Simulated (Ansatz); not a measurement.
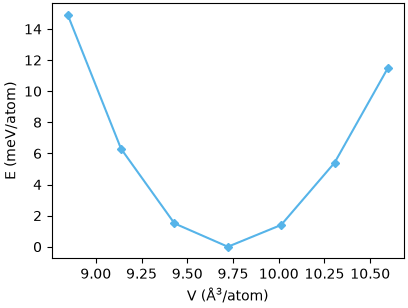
Fig. 1. MgH2 (rutile, P4_2/mnm) under volume change, LDA in the plane-wave PAW code Ansatz, shape and atoms relaxed at each volume.

What does a third-order Birch–Murnaghan fit give for V₀, B₀ and B′?

V₀ = 9.72 Å³/atom, B₀ = 53.0 GPa, B′ = 3.5.

Symmetry was held in the LDA relaxation; phonons on a q-mesh show no instability.

Potentials: the later of the program's two PAW sets.
